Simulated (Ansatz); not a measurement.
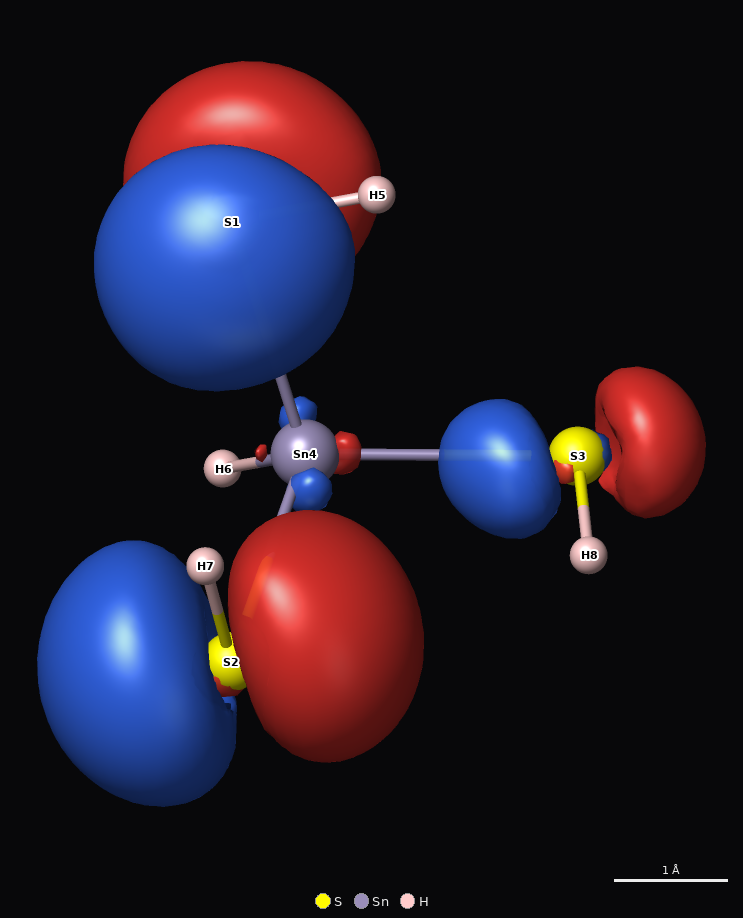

H4S3Sn (SMILES [SH][SnH]([SH])[SH]). The HOMO−1 at ±0.1 Å⁻³ᐟ² (red and blue are the two phases), seen at a tilt.

Geometry: PBE0-D4/def2-SVP; core potentials replace the inner electrons of Sn.

Level of theory: Ansatz, isolated molecule in a Gaussian basis; Kohn-Sham density functional theory, functional PBE0.

Input

```
crystal:
  periodic: [false, false, false]
  atoms:
    - {symbol: S, position_ang: [-0.108460, 1.576096, -1.614485]}
    - {symbol: S, position_ang: [2.012521, -0.545356, 0.894196]}
    - {symbol: S, position_ang: [-1.814531, -1.241818, 0.494206]}
    - {symbol: Sn, position_ang: [-0.140756, 0.504066, 0.554179]}
    - {symbol: H, position_ang: [-0.853513, 0.582175, -2.148018]}
    - {symbol: H, position_ang: [-0.476111, 1.632685, 1.790901]}
    - {symbol: H, position_ang: [2.333124, -0.372566, -0.407771]}
    - {symbol: H, position_ang: [-0.859974, -2.192382, 0.380791]}
basis:
  gaussian:
    orbitals: def2-TZVPD
output: {forces: true, orbitals: {seedname: orbitals}}
hamiltonian:
  xc: pbe0
```

Run with:

```sh
ansatz run input.yaml --threads 2 --pin off --max-ram 5220MiB --events-out events.jsonl --progress --plain --runs-dir runs
```

Question: Describe this orbital and give its energy.

Answer: It lies mainly on S1 (about 40 %), S2 (about 40 %), Sn4 (about 5 %) and S3 (about 5 %); largely a combination of lone pairs on S1, S2 and S3. It is one of a degenerate set, so its orientation is arbitrary. Its energy is −7.72 eV.
